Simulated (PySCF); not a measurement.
C4H11N2Si (SMILES C=C[C](C)N[SiH2]N) (doublet)

| atom | x (Å) | y (Å) | z (Å) |
| --- | --- | --- | --- |
| C | 2.2044 | 1.3347 | 1.1550 |
| C | 1.9299 | 0.0269 | 0.8701 |
| C | 0.7725 | -0.4893 | 0.2883 |
| C | 0.6165 | -1.9498 | 0.0334 |
| N | -0.2666 | 0.3195 | -0.0887 |
| Si | -1.8354 | -0.0823 | -0.6904 |
| N | -2.4971 | 1.4842 | -0.9751 |
| H | 1.5190 | 2.1383 | 0.9449 |
| H | 3.1355 | 1.6130 | 1.6115 |
| H | 2.6889 | -0.7023 | 1.1227 |
| H | 0.5990 | -2.1546 | -1.0386 |
| H | -0.3250 | -2.3097 | 0.4494 |
| H | 1.4365 | -2.5069 | 0.4785 |
| H | -0.1084 | 1.2871 | 0.1530 |
| H | -1.6868 | -0.9570 | -1.8631 |
| H | -2.7219 | -0.6990 | 0.3022 |
| H | -3.4783 | 1.5369 | -1.1893 |
| H | -1.9915 | 2.1168 | -1.5754 |

Geometry: GFN2-xTB.

Computed with UKS B3LYP, pcH-1 on C H N Si, non-relativistic, mean-field spin-orbit, GIAO (PySCF).

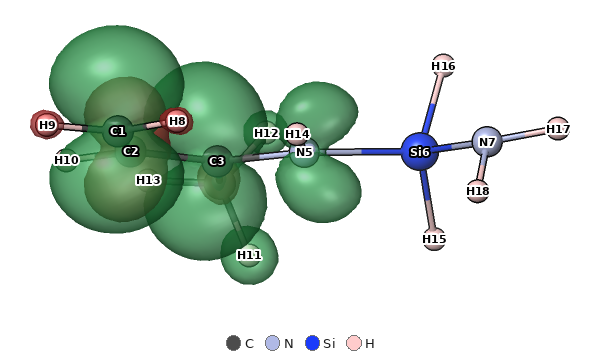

Figure 1. Isosurfaces of the spin density at +0.02 (green) and −0.02 e/Å³ (red), seen from one side.

Q: Describe the spin distribution.

A: The unpaired spin (1 electron) lies mostly on C1 (about 0.4), C3 (about 0.3) and N5 (about 0.1), in electrons by Hirshfeld's partition.

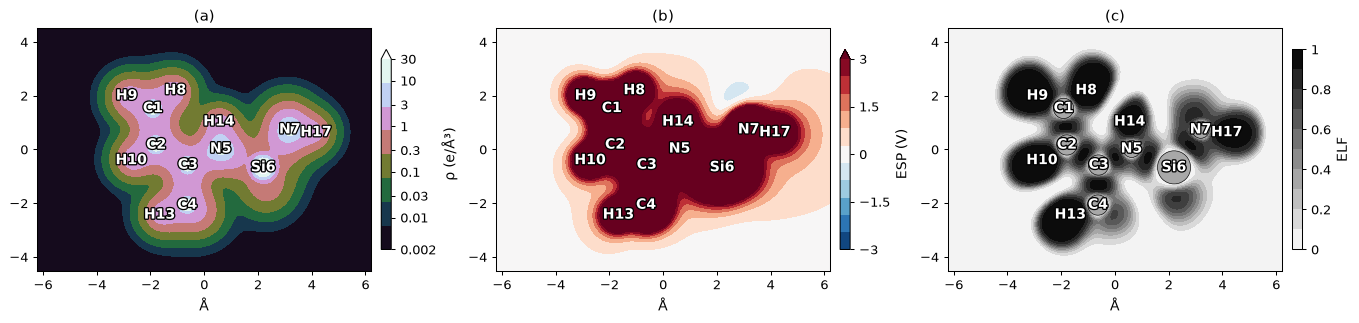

Figure 2. (a) electron density; (b) molecular electrostatic potential; (c) ELF on the plane of atoms H8, C1 and H9. Grey discs cover the atomic cores in the ELF map.

Q: Read the bonding off the picture.

A: The plane passes through C, N, Si and H nuclei.
C–C (1.37 Å): ρ is about 2.2 e/Å³ halfway; the ELF peaks at about 0.95 between the atoms (localised, covalent bonding).
C–N (1.37 Å): ρ is about 2.2 e/Å³ halfway; the ELF peaks at about 0.90 between the atoms (a covalent bond).
Si–N (1.72 Å): the density is about 1.1 e/Å³ at the midpoint; the ELF peaks at about 0.90 between the atoms, as expected for a polar covalent bond.
N–H (1.01 Å): ρ at the midpoint is about 2.8 e/Å³; the ELF climbs to about 1 towards the hydrogen, as it does in any bond to H; a covalent bond by its length.
C–C (1.49 Å): ρ at the midpoint is about 1.7 e/Å³; the ELF peaks at about 0.95 between the atoms, as expected for a shared electron pair.
Outside the dense part of the molecule the potential is most negative (−0.4 V) near H18, which lies off the plane.

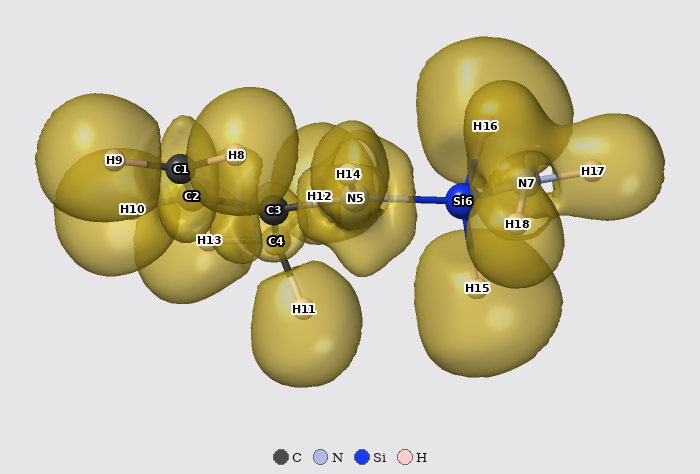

Figure 3. Isosurface of the electron localisation function at 0.75 (yellow), seen from one side. Only the valence region is drawn (cores and ρ < 0.01 e/Å³ removed).

Q: What do the ELF domains correspond to?

A: The surface consists of three regions between bonded C–C atoms (shared pairs), eight regions around hydrogen nuclei and two joined regions spread over several atoms (H, N), in which their bonds and any lone pairs are merged.
